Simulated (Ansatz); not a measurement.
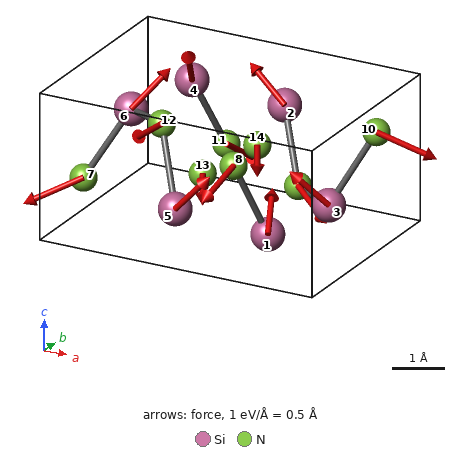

Starting geometry of a crystal of Si3N4 (set up in P6_3) with the computed forces as red arrows. Style: ball-and-stick. Shown: the cell of the calculation, slightly off an axis.

All numbers below come from DFT, r2SCAN, plane-wave PAW, default files, scalar-relativistic (Ansatz).

The input:
```yaml
crystal:
  lattice:
    - [7.595, 0.0, 0.0]
    - [-3.7975, 6.5774629417, 0.0]
    - [0.0, 0.0, 2.9023]
  atoms:
    - { symbol: Si, position: [0.7687, 0.1744, 0.25] }
    - { symbol: Si, position: [0.5943, 0.7687, 0.75] }
    - { symbol: Si, position: [0.8256, 0.5943, 0.25] }
    - { symbol: Si, position: [0.2313, 0.8256, 0.75] }
    - { symbol: Si, position: [0.4057, 0.2313, 0.25] }
    - { symbol: Si, position: [0.1744, 0.4057, 0.75] }
    - { symbol: "N", position: [0.0297, 0.3295, 0.265] }
    - { symbol: "N", position: [0.7002, 0.0297, 0.765] }
    - { symbol: "N", position: [0.6705, 0.7002, 0.265] }
    - { symbol: "N", position: [0.9703, 0.6705, 0.765] }
    - { symbol: "N", position: [0.2998, 0.9703, 0.265] }
    - { symbol: "N", position: [0.3295, 0.2998, 0.765] }
    - { symbol: "N", position: [0.3333333333, 0.6666666667, 0.2344] }
    - { symbol: "N", position: [0.6666666667, 0.3333333333, 0.7344] }
kpoints:
  mp_grid: { grid: [4, 4, 10] }
scf:
  occupations: { method: fermi_dirac, width: 0.01 }
hamiltonian:
  xc: r2scan
  pseudopotentials: { kind: paw }
output:
  forces: true
  stress: true
  populations: true
  efg:
    quadrupole_moments_barn: { "N": 0.02044 }
    contact_densities: true
  write_density: true
  write_potential: true
  elf: true
  volumetric_format: npy
relax:
  f_tol: 0.02
  max_steps: 60
```

Command:
```bash
ansatz run input.yaml --threads 4 --pin off --max-ram 8192MiB --backend cpu --events-out ev --progress --plain --runs-dir out
```

Is this structure relaxed? If not, where do the atoms go?

Answer. It isn't relaxed: the largest force vector, on N atoms, is 2.57 eV/Å. The final displacements have little in common with the starting forces (cosine between the two patterns 0.24). The largest moves, 1.19 Å, are those of N13 and N14. N13 goes along −c. By element the largest moves are N 1.19 Å, Si 0.22 Å. The cell stays as it was. Among the contacts that change: Si1–N14 2.287 → 3.377 Å, Si1–N14 (another image) 2.229 → 1.727 Å, Si1–N8 1.772 → 1.734 Å, Si1–N8 (another image) 1.699 → 1.734 Å. New bonds form: Si1–N14 (2.23 → 1.73 Å), Si2–N13 (2.23 → 1.73 Å), Si3–N14 (2.23 → 1.73 Å), Si4–N13 (2.23 → 1.73 Å). Among the angles between lasting bonds that change: Si4–N11–Si5 125.4° → 123.1°, Si4–N11–Si5 120.9° → 123.1°. The space group (tolerance 0.01 Å) goes from P6_3 (No. 173) to P6_3/m (No. 176). The energy falls by 797 meV per atom in 9 accepted moves (10 points after the start). Largest force component: 2.3 eV/Å at the start, 0.0039 eV/Å at the end. 1 step only repeated the SCF at the same geometry.
